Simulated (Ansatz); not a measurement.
**Monolayer of P, 4 atoms, biaxial strain -4.0 %**

Aim: the perfect cell at several levels of theory (PBEsol, HSE06 and r²SCAN), as the reference that defects and stacks are counted from.

Program: Ansatz 0.2.0, PAW, plane waves. These are calculated values, not measurements.

### Step 1. The starting cell

4 atoms (4 P); a = 3.154 Å, b = 4.255 Å, c = 18.000 Å, α = 90.00°, β = 90.00°, γ = 90.00°.

Plan of the steps: (2) PBEsol relaxation at a 9×9×1 mesh, on 1 × data-centre GPU with 2 threads; (3) HSE06 single point at a 6×6×1 mesh, on 1 × data-centre GPU with 2 threads; (4) r²SCAN single point at a 6×6×1 mesh, on 1 × data-centre GPU with 2 threads.

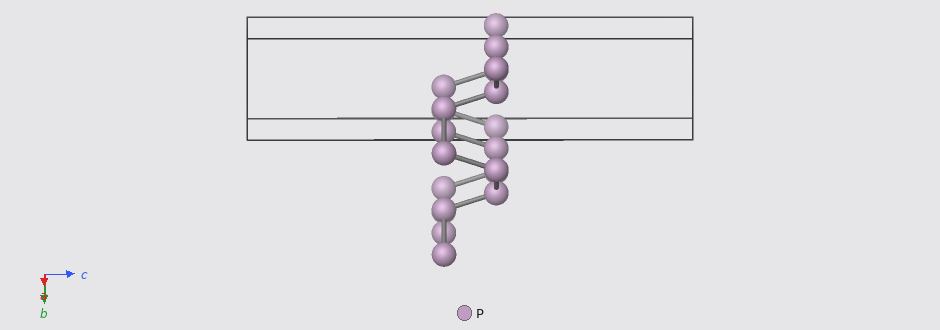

The starting cell, seen from the side, with c running across the picture (phosphorus pink). 2×2×1 cells are drawn. Atoms on faces are repeated.

Coordinates:

```
CELL_PARAMETERS angstrom
3.15380 0.00000 0.00000
0.00000 4.25538 0.00000
0.00000 0.00000 18.00000
ATOMIC_POSITIONS crystal
P 0.00000 0.08249 0.55877
P 0.50000 0.41752 0.55877
P 0.00000 0.91752 0.44123
P 0.50000 0.58248 0.44123
```

### Step 2. Relaxing the atoms with PBEsol

File in.yaml:

```yaml
crystal:
  lattice:
    - [3.153798, 0.000000, 0.000000]
    - [0.000000, 4.255382, 0.000000]
    - [0.000000, 0.000000, 18.000000]
  atoms:
    - { symbol: P, position: [0.000000, 0.082485, 0.558767] }
    - { symbol: P, position: [0.500000, 0.417515, 0.558767] }
    - { symbol: P, position: [0.000000, 0.917516, 0.441233] }
    - { symbol: P, position: [0.500000, 0.582484, 0.441233] }
kpoints:
  mp_grid: { grid: [9, 9, 1] }
hamiltonian:
  xc: pbesol
scf:
  occupations: { method: fermi_dirac, width: 0.01 }
relax:
  f_tol: 0.03
  max_steps: 80
  escape_saddle: false
  adjacent_minimum: "off"
output:
  forces: true
  eigenvalues: true
  populations: true
```

Command:

```sh
> ansatz run in.yaml --threads 2 --pin off --max-ram 19000MiB --runs-dir r --events-out ev --progress --plain --backend cuda --devices 0, --max-vram 18GiB
```

The log of the run (excerpt; [...] marks lines left out):

```text
Pseudopotentials: kind: paw
Functional definition: PBEsol
[...]
Crystal: 4 atoms, lattice volume = 241.571 Å³
Basis set: ecut = 420 eV, 4721 PW (Γ), exchange–correlation on 48×60×250 points (8 copies of the dense FFT grid, shifted against one another)
Bands: 14, of which v1, the nominal top of the filled ones, is band 10 counted from 1 (9 counted from 0)
Symmetry: 8 space group operations
Space group: Pmna (ITA 53), of the structure as read, at distance tolerance 6.2e-5 Å
k-points: 25 of 81
[...]
SCF iter   1: F=—  HF=-2959.710049 eV  |F-HF|=—  |Δ(HF+E_count)|=         —  Δρ=2.15e-3  dr2=1.08e-2  ethr=1.77e-3  ⟨swp⟩=10.7  Hψ=3420  notcnv=0
[...]
relax step   1: F+E_penalty+E_count = -2959.71090581 eV  Δ(F+E_penalty+E_count) = +0.000e0 eV  max|allowed force component| = 9.730e-1 eV/Å  Δτ_max = 0.0000 Å  (6 SCF iters, dr2 threshold 2.25e-5 eV, accepted)
[...]
relax step   3: F+E_penalty+E_count = -2959.78764725 eV  Δ(F+E_penalty+E_count) = -8.952e-3 eV  max|allowed force component| = 2.689e-2 eV/Å  Δτ_max = 0.0129 Å  (3 SCF iters, dr2 threshold 7.04e-6 eV, accepted)
[...]
relax step   4: F+E_penalty+E_count = -2959.78764762 eV  Δ(F+E_penalty+E_count) = -3.715e-7 eV  max|allowed force component| = 2.706e-2 eV/Å  Δτ_max = 0.0000 Å  (3 SCF iters, accepted)
SCF converged after 3 iterations
Free energy (F): -2959.787648 eV
[...]
E sigma→0 (E₀):  -2959.787647 eV
Entropy (-TS):   -0.000002 eV (-0.000 meV/atom)
Fermi energy:    -0.895780 eV
[...]
--- Forces (eV/Å), atoms counted from 1 ---
  atom   1  P      0.00000000    -0.02705943    -0.01215819
  atom   2  P      0.00000000     0.02705943    -0.01215819
  atom   3  P      0.00000000     0.02705943     0.01215819
  atom   4  P      0.00000000    -0.02705943     0.01215819
[...]
--- Band table (eV; the first three rows and the last of 25) ---
  k-point 0: bands = ["-16.7769", "-14.0595", "-9.8445", "-7.2714", "-6.3263", "-5.4081", "-4.1795", "-3.5302", "-2.4101", "-1.0016", "-0.8161", "0.8570", "2.3249", "3.1315"]
[...]
--- Relaxed structure (4 steps of the walk, 4 accepted, 0 SCFs on fresh bases) ---
  F+E_penalty+E_count = -2959.78764762 eV   max|allowed force component| = 2.706e-2 eV/Å
  atoms:
    - { symbol: P, position: [0.0, 0.07389784579214759, 0.5596814608228728] }
    - { symbol: P, position: [0.5, 0.42610215420785247, 0.5596814608228728] }
    - { symbol: P, position: [0.0, 0.9261021542078526, 0.440318539177127] }
    - { symbol: P, position: [0.5, 0.5738978457921478, 0.440318539177127] }
--- Löwdin populations: 4 sites ---
  site symbol       q [e]
     0      P      4.9021
     1      P      4.9021
     2      P      4.9021
     3      P      4.9021
  spilling = 0.019571 (of n_electrons = 20.000000)
```

Run time: 52 s. Hardware: 1 × data-centre GPU with 2 threads, shared host; peak host memory 1.2 GiB.

Recorded steps of the relaxation:

```
accepted step  energy change (eV)  largest force component (eV/Å)  SCF cycles
            1               0.000                           0.973           6
            2              -0.068                           0.336           4
            3              -0.077                           0.027           3
            4              -0.077                           0.027           3
```

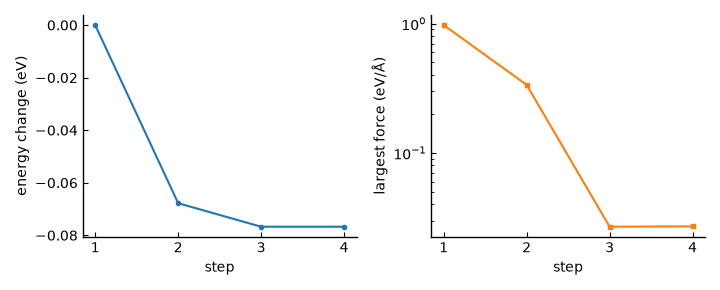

Energy and largest force component along the relaxation.

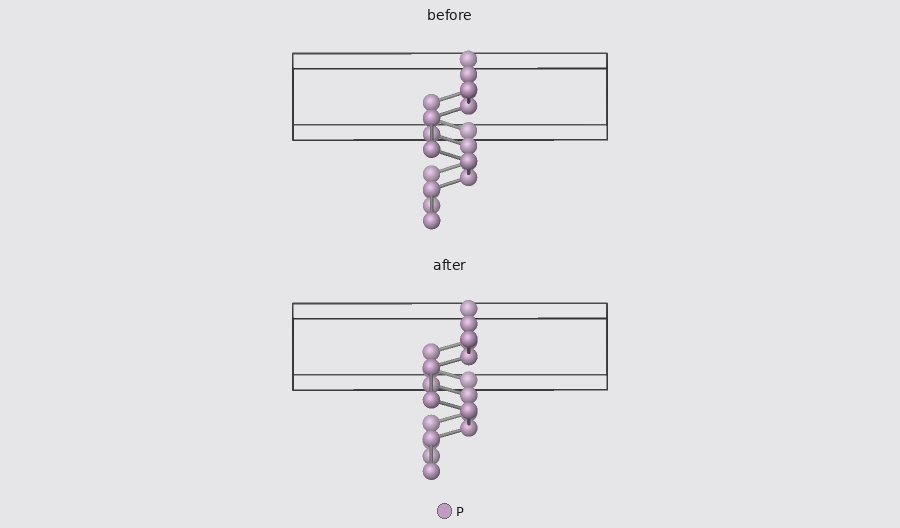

Before and after, at one scale. 2×2×1 cells are drawn.

Top filled level -0.984 eV, lowest empty level -0.816 eV: 0.17 eV apart at a 9×9×1 mesh.

The top filled level lies 4.72 eV and the lowest empty level 4.55 eV below the vacuum level.

### Step 3. HSE06 single point

File in.yaml:

```yaml
crystal:
  lattice:
    - [3.153798, 0.000000, 0.000000]
    - [0.000000, 4.255382, 0.000000]
    - [0.000000, 0.000000, 18.000000]
  atoms:
    - { symbol: P, position: [0.000000, 0.073898, 0.559681] }
    - { symbol: P, position: [0.500000, 0.426102, 0.559681] }
    - { symbol: P, position: [0.000000, 0.926102, 0.440319] }
    - { symbol: P, position: [0.500000, 0.573898, 0.440319] }
kpoints:
  mp_grid: { grid: [6, 6, 1] }
hamiltonian:
  xc: hse06
scf:
  occupations: { method: fermi_dirac, width: 0.01 }
output:
  forces: true
  eigenvalues: true
  populations: true
  eigenstates: { kpoints: [[0, 0, 0]], e_range: [-4.0, 4.0], localisation: true }
```

Command:

```sh
> ansatz run in.yaml --threads 2 --pin off --max-ram 19000MiB --runs-dir r --events-out ev --progress --plain --backend cuda --devices 0, --max-vram 18GiB
```

The log of the run:

```text
[... 1 set-up line as earlier in the session ...]
Functional definition: HSE06
  parameter a = 0.25
  parameter omega = 0.11/bohr
  exchange = pbe_x - a*pbe_x_sr(omega) + a*exact_x_sr(omega)
  correlation = pbe_c
Crystal: 4 atoms, lattice volume = 241.571 Å³
Basis set: ecut = 420 eV, 4721 PW (Γ), exchange–correlation on 48×60×250 points (8 copies of the dense FFT grid, shifted against one another)
Bands: 14, of which v1, the nominal top of the filled ones, is band 10 counted from 1 (9 counted from 0)
[... 2 set-up lines as earlier in the session ...]
k-points: 16 of 36
Non-local potential: P, projectors of the file, l = 0: 2, l = 1: 2, l = 2: 2
PAW form: soft (Blöchl's): semilocal exchange-correlation on the pseudo side does not see the compensation charge
PAW frozen core: P, regenerated for the run's functional, and the local potential with it (the file was generated under x = pbe(κ = 0.804, μ = 0.2195149727645171), c = pbe(β = 0.06672455060314922))
PAW one-centre angular grid: P, 110 points (default); XC on 64 Gauss nodes
Initial density: superposition of atomic densities (neutral atoms: chi_scale 0, normalization atom), corrected by the library's trained network
Initial wavefunctions: pseudopotential atomic-orbital guess
Functional: x = pbe(κ = 0.804, μ = 0.2195149727645171), c = pbe(β = 0.06672455060314922), warm-up for x = pbe(κ = 0.804, μ = 0.2195149727645171) + 0.25 (exact − pbe) at short range (hse, ω = 0.20786987370883472 Å⁻¹), c = pbe(β = 0.06672455060314922); HSE06 as pw.x's `hse` composes it (authors' and Libxc's form: `xc: wpbeh`)
SCF iter   1: F=—  HF=-3022.348535 eV  |F-HF|=—  |Δ(HF+E_count)|=         —  Δρ=1.70e-3  dr2=5.73e-3  ethr=1.77e-3  ⟨swp⟩=8.6  Hψ=1211  notcnv=0
preconditioner: auto → none  [insulator: Δε(μ)=0.218 eV  Ē_g=9.137 eV  σ=0.010 eV  W_gap=1.00  n_scr=20 (ndim 8)  ℏωp=10.7 eV  f_vac=0.641  D(μ)=0.00/eV (n_scr^D=0)]
SCF iter   2: F=—  HF=-3022.349929 eV  |F-HF|=—  |Δ(HF+E_count)|=   1.39e-3  Δρ=7.60e-4  dr2=1.14e-3  ethr=2.86e-5  ⟨swp⟩=5.4  Hψ=747  notcnv=0  defer=9
SCF iter   3: F=—  HF=-3022.350182 eV  |F-HF|=—  |Δ(HF+E_count)|=   2.54e-4  Δρ=3.26e-4  dr2=3.21e-4  ethr=5.71e-6  ⟨swp⟩=4.1  Hψ=655  notcnv=0  defer=3
iter 4 solved again at ethr=1.50e-7 eV; its pass at ethr=1.60e-6 eV (dr2=3.00e-5 eV) is discarded
SCF iter   4: F=—  HF=-3022.350264 eV  |F-HF|=—  |Δ(HF+E_count)|=   8.14e-5  Δρ=9.83e-5  dr2=2.99e-5  ethr=1.50e-7  ⟨swp⟩=2.2  Hψ=1008  notcnv=0  defer=3
SCF iter   5: F=-3022.350275 eV  HF=-3022.350274 eV  |F-HF|=1.33e-6  |Δ(HF+E_count)|=   9.97e-6  Δρ=3.01e-5  dr2=1.27e-6  ethr=1.49e-7  ⟨swp⟩=3.2  Hψ=496  notcnv=0  defer=3
SCF 1 stopped early in 5 iterations: F = -3022.350275 eV  dr2 = 1.27e-6
Initial density: handed on by an earlier stage of this run
Initial wavefunctions: those handed on with the density
Functional: x = pbe(κ = 0.804, μ = 0.2195149727645171) + 0.25 (exact − pbe) at short range (hse, ω = 0.20786987370883472 Å⁻¹), c = pbe(β = 0.06672455060314922); HSE06 as pw.x's `hse` composes it (authors' and Libxc's form: `xc: wpbeh`)
Exchange kernel: α = 0.2500, screened, ω = 0.2079 Å⁻¹, Wigner–Seitz truncation, v(0) = 1044.4386 eV·Å³, q-mesh 6×6×1, nearest image of the exchange supercell L = 18.00 Å, pair-density grid 18×24×90, without the augmentation charges, whose exchange is taken in its separable form by FFT convolution over the k-point mesh (sized by the pseudopotential files, 24×30×125 at the most), smooth part of the [...]
Frozen-core exchange: fock
SCF iter   1: F=—  HF=-3024.174569 eV  |F-HF|=—  |Δ(HF+E_count)|=         —  Δρ=2.21e-3  dr2=1.11e-2  ethr=6.33e-8  ⟨swp⟩=12.0  Hψ=1555  notcnv=3
preconditioner: auto → none  [insulator: Δε(μ)=0.743 eV  Ē_g=10.535 eV  σ=0.010 eV  W_gap=1.00  n_scr=20 (ndim 8)  ℏωp=10.7 eV  f_vac=0.639  D(μ)=0.00/eV (n_scr^D=0)]
SCF iter   2: F=—  HF=-3024.170745 eV  |F-HF|=—  |Δ(HF+E_count)|=   3.82e-3  Δρ=9.01e-4  dr2=2.48e-3  ethr=6.33e-8  ⟨swp⟩=5.4  Hψ=1042  notcnv=0
SCF iter   3: F=—  HF=-3024.179106 eV  |F-HF|=—  |Δ(HF+E_count)|=   8.36e-3  Δρ=6.89e-4  dr2=1.08e-3  ethr=6.33e-8  ⟨swp⟩=6.0  Hψ=1033  notcnv=0  defer=3
SCF iter   4: F=—  HF=-3024.178751 eV  |F-HF|=—  |Δ(HF+E_count)|=   3.56e-4  Δρ=1.13e-4  dr2=5.77e-5  ethr=6.33e-8  ⟨swp⟩=4.2  Hψ=799  notcnv=0
SCF iter   5: F=—  HF=-3024.179040 eV  |F-HF|=—  |Δ(HF+E_count)|=   2.90e-4  Δρ=1.05e-4  dr2=4.45e-5  ethr=6.33e-8  ⟨swp⟩=4.6  Hψ=691  notcnv=0
SCF iter   6: F=-3024.179025 eV  HF=-3024.179027 eV  |F-HF|=2.25e-6  |Δ(HF+E_count)|=   1.32e-5  Δρ=1.94e-5  dr2=3.95e-6  ethr=6.33e-8  ⟨swp⟩=3.4  Hψ=523  notcnv=0
SCF 2 stopped early in 6 iterations: F = -3024.179025 eV  dr2 = 3.95e-6
  Residual-converged pass: ⟨swp⟩=5.0  Hψ=753  notcnv=0  max |occ|·‖R‖ = 6.7e-6 eV (tolerance 6.7e-6 eV)  dr2=3.99e-6  dr2_onsite=1.59e-8  max |Δocc| = 0.0e0
hybrid outer 1: dexx = +1.067e-2 eV, tail = 1.10e-5 eV
SCF iter   1: F=—  HF=-3024.179065 eV  |F-HF|=—  |Δ(HF+E_count)|=         —  Δρ=1.26e-5  dr2=4.41e-7  ethr=2.74e-7  ⟨swp⟩=4.9  Hψ=575  notcnv=0
preconditioner: auto → none  [insulator: Δε(μ)=0.812 eV  Ē_g=10.561 eV  σ=0.010 eV  W_gap=1.00  n_scr=20 (ndim 8)  ℏωp=10.7 eV  f_vac=0.639  D(μ)=0.00/eV (n_scr^D=0)]
SCF iter   2: F=—  HF=-3024.179065 eV  |F-HF|=—  |Δ(HF+E_count)|=   8.17e-8  Δρ=4.30e-6  dr2=1.29e-7  ethr=1.63e-9  ⟨swp⟩=3.8  Hψ=560  notcnv=0
SCF iter   3: F=—  HF=-3024.179066 eV  |F-HF|=—  |Δ(HF+E_count)|=   7.34e-7  Δρ=4.32e-6  dr2=9.46e-8  ethr=1.60e-10  ⟨swp⟩=4.9  Hψ=711  notcnv=0  defer=1
SCF iter   4: F=—  HF=-3024.179066 eV  |F-HF|=—  |Δ(HF+E_count)|=   2.92e-8  Δρ=5.53e-7  dr2=3.71e-9  ethr=1.60e-10  ⟨swp⟩=3.0  Hψ=508  notcnv=0
SCF iter   5: F=—  HF=-3024.179066 eV  |F-HF|=—  |Δ(HF+E_count)|=   2.58e-8  Δρ=7.92e-7  dr2=1.62e-9  ethr=2.36e-12  ⟨swp⟩=5.2  Hψ=824  notcnv=0  defer=5
SCF iter   6: F=-3024.179066 eV  HF=-3024.179066 eV  |F-HF|=7.28e-12  |Δ(HF+E_count)|=  4.96e-10  Δρ=1.36e-7  dr2=2.54e-10  ethr=2.36e-12  ⟨swp⟩=3.2  Hψ=518  notcnv=0  defer=1
SCF 3 converged in 6 iterations: F = -3024.179066 eV  dr2 = 2.54e-10
  Residual-converged pass: ⟨swp⟩=3.0  Hψ=453  notcnv=0  max |occ|·‖R‖ = 5.6e-7 eV (tolerance 5.7e-7 eV)  dr2=2.55e-10  dr2_onsite=5.92e-13  max |Δocc| = 0.0e0
[... from here the SCF cycle lines were not kept, up to the last twenty ...]
hybrid outer 2: dexx = +9.492e-7 eV, tail = 1.86e-9 eV, Δε = 1.94e-3 eV (about 2.50e-5 eV left of the loop's levels), ΔF = 3.08e-4 eV/Å (tail 1.25e-4)
NSCF: frozen V_eff on 1 k-points
hybrid SCF converged: 2 outer / 12 inner (+5 warm-up), last move |dexx| = 9.49e-7 eV, tail = 1.86e-9 eV
Stability not checked: this state was not tested for a lower state beside it, because the functional holds exact exchange (a hybrid, or Hartree-Fock), whose exchange loop this test does not read (fock_operator; see scf.lower_state_search)
Free energy (F): -3024.179066 eV
Harris-Foulkes:  -3024.179066 eV  (|F-HF|=7.28e-12)
Internal energy: -3024.179066 eV  (E = F + TS)
E sigma→0 (E₀):  -3024.179066 eV
Fermi energy:    -0.930521 eV
--- Per-component energies (eV) ---
  E_band       = -168.217649
  E_kinetic    = 284.391615
  E_local      = -4966.125269  (includes V_loc(G=0)·N_el)
  E_nonlocal   = 134.849610
  E_hartree    = 2336.480923
  E_xc         = -201.265863
  E_vxc        = -198.305787  (∫ρ·V_xc dr)
  E_exx        = -32.487257  (= α·E_x^exact, valence–valence)
  E_paw        = -2292.138802  (= ΣΔE_a)
  E_vpaw       = -31.015033  (= ΣTr[D̂ρ^β])
  E_aug_tail   = 0.000013  (compensation charges beyond the density's cutoff)
  E_ewald      = 1712.418572
  E_core_change = -0.302608  (= ΣΔE_core)
  E_smearing   = -0.000000  (= −TS)
  E_closure    = 0.000000  (closes the sum)
  Σ components = -3024.179066   (vs F -3024.179066, Δ=4.55e-13)
--- Forces (eV/Å), atoms counted from 1 ---
  atom   1  P     -0.00000000     0.21453943    -0.17102395
  atom   2  P     -0.00000000    -0.21453943    -0.17102395
  atom   3  P     -0.00000000    -0.21453943     0.17102395
  atom   4  P     -0.00000000     0.21453943     0.17102395
  max |Σ_I F_I| component: 1.67e-16 eV/Å
--- Band table (eV; the first three rows and the last of 16) ---
  k-point 0: bands = ["-18.7707", "-15.7887", "-11.1390", "-8.1953", "-7.2079", "-6.2393", "-4.8474", "-4.1140", "-2.9224", "-1.3367", "-0.5244", "1.3172", "2.9413", "3.2785"]
  k-point 1: bands = ["-18.5835", "-15.9034", "-11.6571", "-8.8377", "-6.5665", "-6.1334", "-4.7002", "-2.9881", "-2.8220", "-2.4555", "0.3424", "1.4558", "2.6861", "3.4085"]
  k-point 2: bands = ["-18.0436", "-16.4003", "-11.9929", "-10.2456", "-6.1930", "-4.2926", "-4.2716", "-3.7341", "-3.2500", "-1.3901", "1.2599", "2.1166", "2.1472", "2.9911"]
  k-point 15: bands = ["-14.6109", "-14.6109", "-12.4222", "-12.4222", "-7.2152", "-7.2152", "-7.1919", "-7.1919", "-3.1105", "-3.1105", "1.6908", "1.6908", "4.4300", "4.4300"]
--- Löwdin populations: 4 sites ---
  site symbol       q [e]
     0      P      4.9028
     1      P      4.9028
     2      P      4.9028
     3      P      4.9028
  spilling = 0.019435 (of n_electrons = 20.000000)
```

Run time: 48 s. Hardware: 1 × data-centre GPU with 2 threads, shared host; peak host memory 1.8 GiB.

At a 6×6×1 mesh the filled levels end at -1.337 eV and the empty ones begin at -0.524 eV, a spacing of 0.81 eV.

On these atoms HSE06 leaves forces up to 0.27 eV/Å (on P4), as they were relaxed at another level of theory (and may have been on other k points).

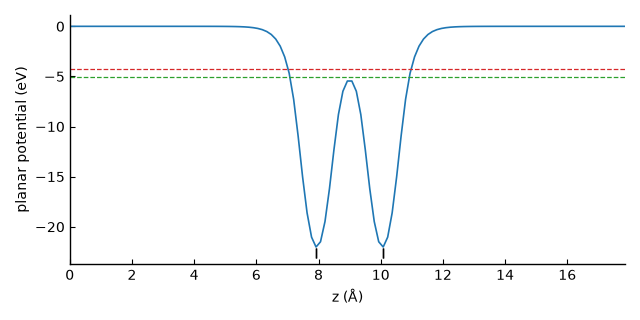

Planar mean of the electrostatic potential energy along c, from the vacuum level; ticks mark the atoms, dashed lines the top filled and lowest empty levels.

The top filled level lies 5.08 eV and the lowest empty level 4.27 eV below the vacuum level.

### Step 4. Single point with r²SCAN

in.yaml, as its differences from that of step 3:

```diff
@@ -13,3 +13,3 @@
 hamiltonian:
-  xc: hse06
+  xc: r2scan
 scf:
```

Command:

```sh
> ansatz run in.yaml --threads 2 --pin off --max-ram 19000MiB --runs-dir r --events-out ev --progress --plain --backend cuda --devices 0, --max-vram 18GiB
```

The log of the run (excerpt; [...] marks lines left out):

```text
[... 1 set-up line as earlier in the session ...]
Functional definition: r2SCAN
[...]
Crystal: 4 atoms, lattice volume = 241.571 Å³
Basis set: ecut = 500 eV, 6153 PW (Γ), exchange–correlation on 96×128×540 points (64 copies of the dense FFT grid, shifted against one another)
Bands: 14, of which v1, the nominal top of the filled ones, is band 10 counted from 1 (9 counted from 0)
[... 2 set-up lines as earlier in the session ...]
k-points: 16 of 36
[...]
SCF iter   1: F=—  HF=-3036.149812 eV  |F-HF|=—  |Δ(HF+E_count)|=         —  Δρ=2.94e-3  dr2=2.09e-2  dr2_τ=4.33e-2  ethr=1.77e-3  ⟨swp⟩=10.1  Hψ=2056  notcnv=0
[...]
SCF iter   6: F=-3036.201435 eV  HF=-3036.201435 eV  |F-HF|=3.66e-8  |Δ(HF+E_count)|=   1.73e-6  Δρ=1.82e-6  dr2=2.10e-8  dr2_τ=5.73e-10  ethr=5.00e-10  ⟨swp⟩=8.8  Hψ=1453  notcnv=0
[...]
NSCF: frozen V_eff on 1 k-points
SCF converged after 6 iterations
Free energy (F): -3036.201435 eV
[...]
E sigma→0 (E₀):  -3036.201435 eV
Fermi energy:    -0.918404 eV
[...]
--- Forces (eV/Å), atoms counted from 1 ---
  atom   1  P      0.00000000     0.29484874    -0.04404849
  atom   2  P      0.00000000    -0.29484874    -0.04404849
  atom   3  P      0.00000000    -0.29484874     0.04404849
  atom   4  P      0.00000000     0.29484874     0.04404849
[...]
--- Band table (eV; the first three rows and the last of 16) ---
  k-point 0: bands = ["-17.6265", "-14.7850", "-10.3486", "-7.6408", "-6.5879", "-5.6348", "-4.4576", "-3.6951", "-2.6038", "-1.0923", "-0.7450", "1.1481", "2.6162", "3.2940"]
[...]
--- Löwdin populations: 4 sites ---
  site symbol       q [e]
     0      P      4.9022
     1      P      4.9022
     2      P      4.9022
     3      P      4.9022
  spilling = 0.019565 (of n_electrons = 20.000000)
```

Wall time 15 s (1 × data-centre GPU with 2 threads, shared host); peak host memory 1.4 GiB.

At a 6×6×1 mesh the filled levels end at -1.092 eV and the empty ones begin at -0.745 eV, a spacing of 0.35 eV.

On these atoms r²SCAN leaves forces up to 0.30 eV/Å (on P1), as they were relaxed at another level of theory (and may have been on other k points).

The top filled level lies 4.85 eV and the lowest empty level 4.50 eV below the vacuum level.

### Step 5. Results

```
             level        time  k points  top filled to lowest empty (eV)  top filled below vacuum (eV)  energy (eV/atom)
PBEsol, relaxation  52 s (GPU)     9×9×1                             0.17                          4.72         -739.9469
             HSE06  48 s (GPU)     6×6×1                             0.81                          5.08         -756.0448
            r²SCAN  15 s (GPU)     6×6×1                             0.35                          4.85         -759.0504
```

| quantity | value |
| --- | --- |
| relaxation | 4 recorded steps, 0.08 eV gained |
| largest shift | 0.04 Å (P1 and others alike) |

**What this shows.** Relaxation gains 0.08 eV, with shifts up to 0.04 Å (P1 and others alike). At the same k points, r²SCAN gives a spacing 0.47 eV smaller than the 0.81 eV of HSE06. Rows on different k points differ by sampling as well as by level. Exact exchange costs time: HSE06 ran about 3.1 times as long as r²SCAN on the same kind of device.
